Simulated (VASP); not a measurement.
# A VASP study of BN (PBE + D3(BJ)): structure first, properties next

Wanted: the relaxed cell of BN and its properties. The steps: first try, relaxing cell and atoms (PBE + D3(BJ)), density, ELF and potential (PBE + D3(BJ)), bands along the symmetry lines (PBE + D3(BJ)), total and projected DOS (PBE + D3(BJ)), electric field gradients (PBE + D3(BJ)), dielectric tensor and Born charges (PBE + D3(BJ)) and self-consistent run (PBE + D3(BJ)), changed input. The start is a cell from a database of measured crystal structures.

Method: PBE with D3(BJ); plane waves and PAW (B, N), in VASP 6.6.1.

The database entry behind the starting cell has ideal inner coordinates that were not refined, so it need not match the best structure at ambient conditions.

## (1) The starting structure

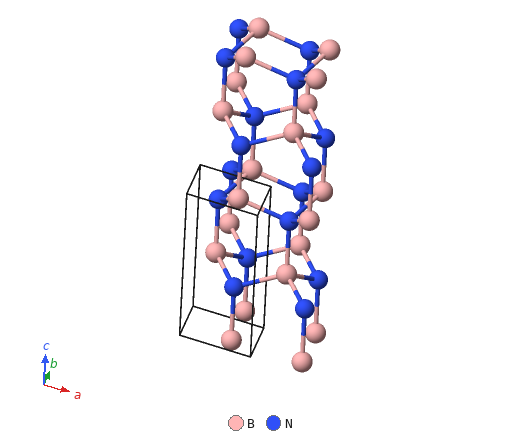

The starting structure, seen slightly off an axis (boron pink, nitrogen blue). 2×2×2 cells are drawn. Some periodic images of atoms are drawn too.

## (2) First try

This run is made with a changed input; what comes of it follows.

The input, INCAR:

```
SYSTEM = BN
PREC = Accurate
ENCUT = 520
EDIFF = 1E-06
NELM = 52
ISMEAR = 0
SIGMA = 0.05
LREAL = .FALSE.
ALGO = Normal
GGA = PE
IVDW = 12
NBANDS = 14
LORBIT = 11
LWAVE = .FALSE.
LCHARG = .FALSE.
KPAR = 4
IBRION = 2
NSW = 3
ISIF = 3
EDIFFG = -0.01
```

The input, POSCAR:

```
BN
1.0
    2.5360000000      0.0000000000      0.0000000000
   -1.2680000000      2.1962404240      0.0000000000
    0.0000000000      0.0000000000      4.1990000000
B N
2 2
Direct
    0.6666666667      0.3333333333      0.0000000000
    0.3333333333      0.6666666667      0.5000000000
    0.6666666667      0.3333333333      0.3750000000
    0.3333333333      0.6666666667      0.8750000000
```

The input, KPOINTS:

```
Automatic mesh
0
Gamma
10 10 5
0 0 0
```

PAW data sets: B and N (PBE family, release 64).

Run with:

```bash
$ mpirun -np 4 vasp_std
```

The log of the run:

```text
[banner, memory and clock lines left out]
running    4 mpi-ranks, on    1 nodes
[...]
LDA part: xc-table for (Slater+PW92), standard interpolation
 POSCAR, INCAR and KPOINTS ok, starting setup
[...]
entering main loop
       N       E                     dE             d eps       ncg     rms          rms(c)
DAV:   1     0.400935038141E+02    0.40094E+02   -0.85565E+03  1176   0.112E+03
DAV:   2    -0.343948749575E+02   -0.74488E+02   -0.69984E+02  1594   0.247E+02
DAV:   3    -0.367865499000E+02   -0.23917E+01   -0.23833E+01  1638   0.424E+01
DAV:   4    -0.367963165644E+02   -0.97667E-02   -0.97660E-02  1242   0.291E+00
[...]
DAV:  11    -0.348189456334E+02   -0.58349E-05   -0.50948E-05  1530   0.626E-02    0.142E-02
DAV:  12    -0.348189467583E+02   -0.11249E-05   -0.71609E-06  1470   0.261E-02    0.203E-03
DAV:  13    -0.348189468780E+02   -0.11970E-06   -0.19608E-07   732   0.491E-03
   1 F= -.35664279E+02 E0= -.35664279E+02  d E =-.356643E+02
[...]
N       E                     dE             d eps       ncg     rms          rms(c)
DAV:   1    -0.348350246145E+02   -0.16078E-01   -0.23832E-01  1428   0.443E+00    0.509E-01
DAV:   2    -0.348300747572E+02    0.49499E-02   -0.10783E-02  1464   0.998E-01    0.190E-01
DAV:   3    -0.348296533404E+02    0.42142E-03   -0.14816E-03  1490   0.314E-01    0.589E-02
DAV:   4    -0.348295776041E+02    0.75736E-04   -0.10322E-04  1502   0.103E-01    0.253E-02
DAV:   5    -0.348295652376E+02    0.12366E-04   -0.24828E-05  1428   0.426E-02    0.110E-02
DAV:   6    -0.348295647279E+02    0.50973E-06   -0.11484E-06   936   0.111E-02
   2 F= -.35663960E+02 E0= -.35663960E+02  d E =0.318537E-03
 trial-energy change:    0.000319  1 .order    0.000301   -0.005566    0.006168
 step:   0.4721(harm=  0.4744)  dis= 0.00131  next Energy=   -35.665591 (dE=-0.131E-02)
[...]
N       E                     dE             d eps       ncg     rms          rms(c)
DAV:   1    -0.348269496523E+02    0.26156E-02   -0.66541E-02  1428   0.235E+00    0.269E-01
DAV:   2    -0.348255738629E+02    0.13758E-02   -0.29791E-03  1470   0.525E-01    0.101E-01
DAV:   3    -0.348254559830E+02    0.11788E-03   -0.41766E-04  1478   0.167E-01    0.311E-02
DAV:   4    -0.348254363384E+02    0.19645E-04   -0.28528E-05  1508   0.545E-02    0.135E-02
DAV:   5    -0.348254338721E+02    0.24662E-05   -0.68807E-06  1416   0.224E-02    0.584E-03
DAV:   6    -0.348254340404E+02   -0.16822E-06   -0.31784E-07   702   0.592E-03
   3 F= -.35665579E+02 E0= -.35665579E+02  d E =-.129975E-02
[...]
opt :   0.4816  next Energy=   -35.665579 (dE=-0.130E-02)
```

Wall time 4.2 s (4 MPI ranks of Intel Xeon 6975P-C (Granite Rapids), shared host); peak memory 0.57 GiB.

The logs omit lines about the potential files and the build; timing stands in the text.

OUTCAR, selected parts (step 2):

```text
 Edisp (eV)   -0.83440

 k-point     1 :       0.0000    0.0000    0.0000
  band No.  band energies     occupation
    ...
      4       5.4803      2.00000
      5       5.4803      2.00000
      6       7.3312      2.00000
      7       7.6159      2.00000
      8       7.6159      2.00000
      9      16.0021      0.00000
     10      16.0021      0.00000
     11      16.2521      0.00000
     12      17.1979      0.00000
     13      18.4578      0.00000
    ...

 Edisp (eV)   -0.84014

  Total       0.01729     0.01729    -0.00496     0.00000     0.00000     0.00000
  in kB       1.17756     1.17756    -0.33750     0.00000     0.00000     0.00000
  external pressure =        0.67 kB  Pullay stress =        0.00 kB

 POSITION                                       TOTAL-FORCE (eV/Angst)
 -----------------------------------------------------------------------------------
      1.27104      0.73383      0.00132         0.000000     -0.000000     -0.012006
     -0.00000      1.46767      2.10361        -0.000000      0.000000     -0.012006
      1.27104      0.73383      1.57540        -0.000000      0.000000      0.012006
     -0.00000      1.46767      3.67770         0.000000     -0.000000      0.012006
 -----------------------------------------------------------------------------------
    total drift:                               -0.000000     -0.000000     -0.000317

  FREE ENERGIE OF THE ION-ELECTRON SYSTEM (eV)
  ---------------------------------------------------
  free  energy   TOTEN  =       -35.6655786726 eV

  energy  without entropy=      -35.6655786726  energy(sigma->0) =      -35.66557867

[... 19 further parts left out ...]
[key lines of the parts left out:]
E-fermi :   7.8597
```

The relaxation used up its NSW steps before forces and stress met EDIFFG.

The fault in the input: too few ionic steps (NSW = "3"). Raise NSW.

## (3) Relaxing cell and atoms (PBE + D3(BJ))

The start need not lie at this functional's minimum. ISIF = 3 frees volume, shape and positions, and EDIFFG sets the threshold on forces and stress at which the search stops.

Edit INCAR of step 2 so:

```diff
@@ -4,3 +4,3 @@
 EDIFF = 1E-06
-NELM = 52
+NELM = 100
 ISMEAR = 0
@@ -17,3 +17,3 @@
 IBRION = 2
-NSW = 3
+NSW = 60
 ISIF = 3
```

POSCAR is that of step 2.

KPOINTS is that of step 2.

Run with:

```bash
$ mpirun -np 4 vasp_std
```

The log of the run:

```text
[... set-up lines as in an earlier step ...]
 entering main loop
       N       E                     dE             d eps       ncg     rms          rms(c)
[... 13 cycles as in an earlier step ...]
   1 F= -.35664279E+02 E0= -.35664279E+02  d E =-.356643E+02
 curvature:   0.00 expect dE= 0.000E+00 dE for cont linesearch  0.000E+00
 trial: gam= 0.00000 g(F)=  0.640E-03 g(S)=  0.493E-02 ort = 0.000E+00 (trialstep = 0.100E+01)
 search vector abs. value=  0.557E-02
 bond charge predicted
       N       E                     dE             d eps       ncg     rms          rms(c)
[... 6 cycles as in an earlier step ...]
   2 F= -.35663960E+02 E0= -.35663960E+02  d E =0.318537E-03
[...]
3 F= -.35665579E+02 E0= -.35665579E+02  d E =-.129975E-02
[...]
4 F= -.35665578E+02 E0= -.35665578E+02  d E =-.129922E-02
[...]
5 F= -.35665578E+02 E0= -.35665578E+02  d E =0.294050E-06
 trial-energy change:    0.000000  1 .order   -0.000001   -0.000033    0.000031
 step:   0.4602(harm=  0.4602)  dis= 0.00027  next Energy=   -35.665587 (dE=-0.848E-05)
 bond charge predicted
       N       E                     dE             d eps       ncg     rms          rms(c)
DAV:   1    -0.348256919385E+02    0.13059E-03   -0.62451E-04  1206   0.211E-01    0.801E-03
DAV:   2    -0.348256915662E+02    0.37231E-06   -0.79172E-06  1584   0.255E-02
   6 F= -.35665586E+02 E0= -.35665586E+02  d E =-.791783E-05
 curvature:  -0.23 expect dE=-0.133E-05 dE for cont linesearch -0.741E-07
 trial: gam= 0.15115 g(F)=  0.119E-06 g(S)=  0.554E-05 ort =-0.344E-05 (trialstep = 0.809E+00)
 search vector abs. value=  0.547E-05
 reached required accuracy - stopping structural energy minimisation
```

It took 6.6 s on 4 MPI ranks; peak memory 0.58 GiB; 24 s of CPU time.

OUTCAR, selected parts (step 3):

```text
 Found     42 irreducible k-points:

   NELECT =      16.0000    total number of electrons

 Edisp (eV)   -0.83976

 E-fermi :   7.8567

 k-point     1 :       0.0000    0.0000    0.0000
  band No.  band energies     occupation
    ...
      4       5.4751      2.00000
      5       5.4751      2.00000
      6       7.3338      2.00000
      7       7.6100      2.00000
      8       7.6100      2.00000
      9      15.9969      0.00000
     10      15.9969      0.00000
     11      16.2469      0.00000
     12      17.1873      0.00000
     13      18.4492      0.00000
    ...

 k-point     2 :       0.1000    0.0000    0.0000
  band No.  band energies     occupation
    ...
      4       4.5020      2.00000
      5       5.0778      2.00000
      6       6.8017      2.00000
      7       7.1189      2.00000
      8       7.3833      2.00000
      9      15.6793      0.00000
     10      16.4249      0.00000
     11      16.5759      0.00000
     12      17.8699      0.00000
     13      19.0626      0.00000
    ...

 Edisp (eV)   -0.83989

  Total      -0.01329    -0.01329    -0.01028     0.00000     0.00000     0.00000
  in kB      -0.90495    -0.90495    -0.69957     0.00000     0.00000     0.00000
  external pressure =       -0.84 kB  Pullay stress =        0.00 kB

  energy-cutoff  :      520.00
  volume of cell :       23.54
      direct lattice vectors                 reciprocal lattice vectors
     2.542459281 -0.000000000 -0.000000000     0.393319967  0.227083389  0.000000000
    -1.271229640  2.201834325  0.000000000     0.000000000  0.454166778  0.000000000
     0.000000000  0.000000000  4.204563559     0.000000000  0.000000000  0.237836814

 POSITION                                       TOTAL-FORCE (eV/Angst)
 -----------------------------------------------------------------------------------
      1.27123      0.73394      0.00107         0.000000      0.000000     -0.000785
     -0.00000      1.46789      2.10335         0.000000     -0.000000     -0.000785
      1.27123      0.73394      1.57564        -0.000000     -0.000000      0.000785
     -0.00000      1.46789      3.67792         0.000000      0.000000      0.000785
 -----------------------------------------------------------------------------------
    total drift:                               -0.000000     -0.000000     -0.000719

  FREE ENERGIE OF THE ION-ELECTRON SYSTEM (eV)
  ---------------------------------------------------
  free  energy   TOTEN  =       -35.6655860593 eV

  energy  without entropy=      -35.6655860593  energy(sigma->0) =      -35.66558606

 reached required accuracy - stopping structural energy minimisation

 total charge
# of ion       s       p       d       tot
------------------------------------------
    1        0.678   1.364   0.000   2.042
    2        0.678   1.364   0.000   2.042
    3        1.216   2.767   0.000   3.983
    4        1.216   2.767   0.000   3.983
--------------------------------------------------
tot          3.789   8.261   0.000  12.050

[... 8 parts as in an earlier step ...]

[... 5 further parts left out ...]
```

CONTCAR:

```
BN
   1.00000000000000
     2.5424592805040942   -0.0000000000000000   -0.0000000000000000
    -1.2712296402520471    2.2018343250067351    0.0000000000000000
     0.0000000000000000    0.0000000000000000    4.2045635586471812
  B               N
     2     2
Direct
     0.6666666667000030    0.3333333332999970    0.0002552075245485
     0.3333333332999970    0.6666666667000030    0.5002552075245486
     0.6666666667000030    0.3333333332999970    0.3747447924754514
     0.3333333332999970    0.6666666667000030    0.8747447924754514
```

The gap is read on the k-mesh alone, so it is an upper bound where the band edges lie off the mesh. The run keeps the 12 symmetry operations of its start, so it cannot find a distortion of lower symmetry.

Step by step:

| step | energy less that of the first step (eV) | largest force (eV/Å) | pressure (GPa) | volume (Å³) |
| --- | --- | --- | --- | --- |
| 1 | 0.0000 | 0.0576 | 2.45 | 23.39 |
| 2 | 0.0003 | 0.0883 | -2.58 | 23.69 |
| 3 | -0.0013 | 0.0120 | 0.07 | 23.53 |
| 4 | -0.0013 | 0.0133 | 0.02 | 23.53 |
| 5 | -0.0013 | 0.0110 | -0.11 | 23.54 |
| 6 | -0.0013 | 0.0008 | -0.08 | 23.54 |

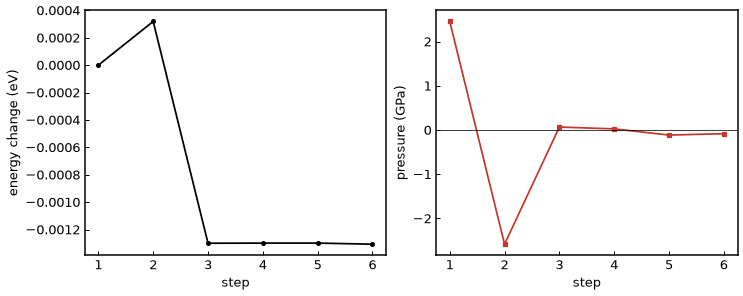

Energy and pressure along the relaxation.

| conventional cell, symmetrised | before | after | change |
| --- | --- | --- | --- |
| a (Å) | 2.536 | 2.542 | +0.3 % |
| b (Å) | 2.536 | 2.542 | +0.3 % |
| c (Å) | 4.199 | 4.205 | +0.1 % |
| volume (Å³/atom) | 5.85 | 5.88 | +0.6 % |

Final coordinates:

```
B N
1.0
     2.54246    0.00000    0.00000
    -1.27123    2.20183    0.00000
     0.00000    0.00000    4.20456
B N
2 2
Cartesian
  1.2712 0.7339 0.0011
  0.0000 1.4679 2.1034
  1.2712 0.7339 1.5756
  0.0000 1.4679 3.6779
```

A gap read on the k-mesh alone can miss the band edges.

Numbers from this step:

- electrons: 16
- bands: 14
- irreducible k-points: 42
- symmetry operations: 12
- free energy (TOTEN): -35.67 eV
- Fermi energy: 7.857 eV
- pressure: -0.08365 GPa
- metallic: no
- valence top at k: 0, 0, 0
- conduction bottom at k: 0.3, 0.3, 0
- least direct gap at k: 0.1, 0, 0
- SCF cycles over all ionic steps: 33
- gap on the k-mesh: 5.375 eV
- least direct gap on the k-mesh: 8.296 eV

It ends with a largest force of 0.001 eV/Å and a pressure of -0.08 GPa. The volume lies +0.6 % from that of the database's start.

(Continued in part 2 of 4.)

[Lines on the potential files, build, host, timing and source positions are cut from VASP's logs without a mark.]

[Logs are printed without paths, hosts, clocks, repeated set-up lines and the standing remarks that a program may print on its own settings, such as how far it seeks lower states.]

[Hosts, paths, dates, database ids (printed as entryN), source tags and the programs' standing remarks are cut or masked in the printed files.]

[Measured values are set beside computed ones only where the two were judged alike; some that the calculation misses by far are left out.]
